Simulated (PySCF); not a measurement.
## What a change does: excited-state calculation on BH₃

System: BH₃ (boron trihydride), SMILES B.
Method of run A: TDDFT HF/def2-SVPD, vertical, gas phase, core orbitals frozen in the response (PySCF 2.14.0).

The geometry comes from this level: PBE0-D3(BJ)/def2-SVP. Text and figures count atoms from 1; the logs count them from 0 in places.

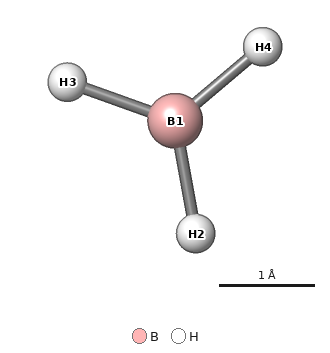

Fig. 1: The input geometry (ball-and-stick view, seen on its broad side; atoms are numbered from 1 in the order of the input). Bond lengths as drawn: B–H 1.21 Å.

## The input, run A
```
{"job": {"kind": "uv", "xc": "HF", "basis": "def2-SVPD", "ip": true}, "charge": 0, "multiplicity": 1}
B      0.025729    -0.020693    -0.018882
H     -0.142333     1.174079    -0.023087
H     -0.924771    -0.763480    -0.034287
H      1.145145    -0.470796     0.000075
```

The first line tells a small driver script what to run in PySCF; the rest is the geometry in Å.

Launched with:
```bash
OMP_NUM_THREADS=1 python <driver script> task.json out
```

Hardware: 1 CPU thread, shared host.

## Output (run A)
```
final grid: 27328 points
cycle   1  E = -26.3534173698  dE = -2.914e-01  |g| = 1.905e-01  |ddm| = 1.428e+00
cycle   2  E = -26.3697714206  dE = -1.635e-02  |g| = 4.407e-02  |ddm| = 2.797e-01
cycle   3  E = -26.3707410062  dE = -9.696e-04  |g| = 8.828e-03  |ddm| = 1.763e-01
cycle   4  E = -26.3707877253  dE = -4.672e-05  |g| = 7.436e-04  |ddm| = 3.495e-02
cycle   5  E = -26.3707881048  dE = -3.795e-07  |g| = 1.026e-04  |ddm| = 2.251e-03
cycle   6  E = -26.3707881133  dE = -8.526e-09  |g| = 1.269e-05  |ddm| = 3.196e-04
cycle   7  E = -26.3707881135  dE = -1.402e-10  |g| = 9.756e-07  |ddm| = 7.311e-05
converged SCF energy = -26.3707881135

Static polarisability (au): isotropic 16.841, principal 13.935 18.292 18.296

Singlet excitations
state   eV       nm        f      main configurations
  1   6.5368    189.7   0.00000   H->L 0.96
  2   6.5450    189.4   0.00000   H-1->L 0.96
  3  10.6027    116.9   0.18562   H->L+1 0.90
  4  10.6110    116.8   0.18608   H-1->L+1 0.90
  5  12.0403    103.0   0.00000   H->L+3 0.45, H-1->L+2 0.44
  6  12.8776     96.3   0.03816   H->L+4 0.64
  7  12.8856     96.2   0.03908   H-1->L+4 0.64
  8  12.9436     95.8   0.00121   H->L+2 0.48, H-1->L+3 0.45
  9  13.0889     94.7   0.69088   H-1->L+2 0.30, H->L+3 0.30, H-1->L+3 0.12
 10  13.0895     94.7   0.69196   H-1->L+3 0.32, H->L+2 0.28, H-1->L+2 0.12

Triplet excitations (Tamm-Dancoff, eV): 5.4753 5.4829 9.6472 9.8308
Vertical ionisation energy (delta-SCF) = 12.3939 eV
```

The input of run B differs as follows (lines with − go, lines with + come):
```diff
-"xc": "HF"
+"xc": "LDA"
```

What does this change do to the results?

The total energies belong to different methods, so their difference says nothing on which is more stable or more accurate. The HOMO goes from −13.50 to −8.44 eV. The LUMO goes from 1.83 to −3.39 eV. The lowest excitation goes from 6.54 to 5.32 eV. The strongest computed line goes from 13.09 to 11.49 eV. The method changes from HF to LDA. Exact exchange removes part of the self-interaction error of semilocal functionals, which pushes filled and empty levels apart. The SCF takes 10 iterations against 7.

## Output (run B)
```
coarse grid: 2952 points
cycle   1  E = -26.2256659342  dE = -2.259e-01  |g| = 1.270e-01  |ddm| = 1.717e+00
cycle   2  E = -26.2290246665  dE = -3.359e-03  |g| = 9.675e-02  |ddm| = 3.149e-01
cycle   3  E = -26.2328257882  dE = -3.801e-03  |g| = 1.675e-02  |ddm| = 1.775e-01
cycle   4  E = -26.2329229657  dE = -9.718e-05  |g| = 4.181e-04  |ddm| = 3.041e-02
cycle   5  E = -26.2329230333  dE = -6.759e-08  |g| = 8.639e-06  |ddm| = 7.398e-04
final grid: 27328 points
cycle   6  E = -26.2428302889  dE = -6.365e-06  |g| = 8.784e-04  |ddm| = 1.422e-02
cycle   7  E = -26.2428304433  dE = -1.544e-07  |g| = 5.922e-04  |ddm| = 2.614e-03
cycle   8  E = -26.2428305628  dE = -1.195e-07  |g| = 1.113e-04  |ddm| = 1.183e-03
cycle   9  E = -26.2428305680  dE = -5.203e-09  |g| = 4.283e-06  |ddm| = 1.894e-04
cycle  10  E = -26.2428305680  dE = -7.063e-12  |g| = 1.518e-06  |ddm| = 1.134e-05
converged SCF energy = -26.2428305680

Static polarisability (au): isotropic 18.993, principal 15.625 20.675 20.679

Singlet excitations
state   eV       nm        f      main configurations
  1   5.3245    232.9   0.00000   H->L 1.00
  2   5.3314    232.6   0.00000   H-1->L 1.00
  3   8.9346    138.8   0.12372   H->L+1 1.00
  4   8.9415    138.7   0.12381   H-1->L+1 1.00
  5  10.2383    121.1   0.08225   H-2->L 0.87
  6  10.7256    115.6   0.00001   H->L+3 0.51, H-1->L+2 0.49
  7  10.8684    114.1   0.00007   H->L+2 0.49, H-1->L+3 0.45
  8  11.0710    112.0   0.09244   H->L+4 0.44, H-1->L+3 0.15, H-1->L+2 0.14
  9  11.0765    111.9   0.09580   H-1->L+4 0.44, H-1->L+3 0.14, H-1->L+2 0.14
 10  11.4948    107.9   0.28980   H->L+4 0.29, H->L+5 0.17, H-1->L+6 0.14

Triplet excitations (Tamm-Dancoff, eV): 4.6531 4.6599 8.1996 8.7505
Vertical ionisation energy (delta-SCF) = 12.9365 eV
Vertical electron affinity (delta-SCF) = -0.0772 eV
```

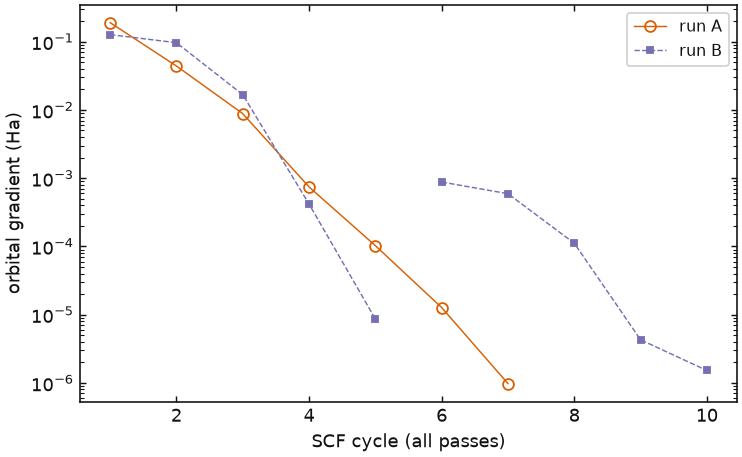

Fig. 2: Convergence of the two runs: orbital gradient against the SCF cycle. A break in a curve parts two SCF passes (coarse and final grid). Run A takes 7 cycles in all, and run B takes 10.

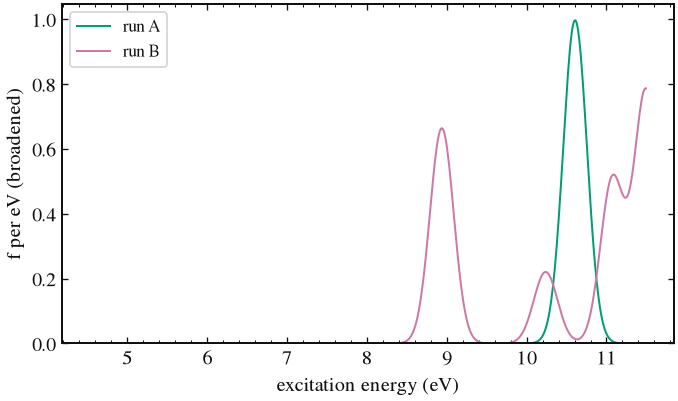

Fig. 3: Absorption of the two runs from their computed states, each broadened by a Gaussian of 0.35 eV full width; the range ends where the shorter list of states ends.

## The two runs side by side

| quantity | run A | run B |
| --- | --- | --- |
| outcome | converged | converged |
| total energy (hartree) | −26.370788 | −26.242831 |
| HOMO (eV) | −13.50 | −8.44 |
| LUMO (eV) | 1.83 | −3.39 |
| dipole moment (D) | 0.00 | 0.00 |
| lowest excitation (eV) | 6.54 | 5.32 |
| SCF iterations | 7 | 10 |
| strongest computed line (eV) | 13.09 | 11.49 |
| basis functions | 44 | 44 |
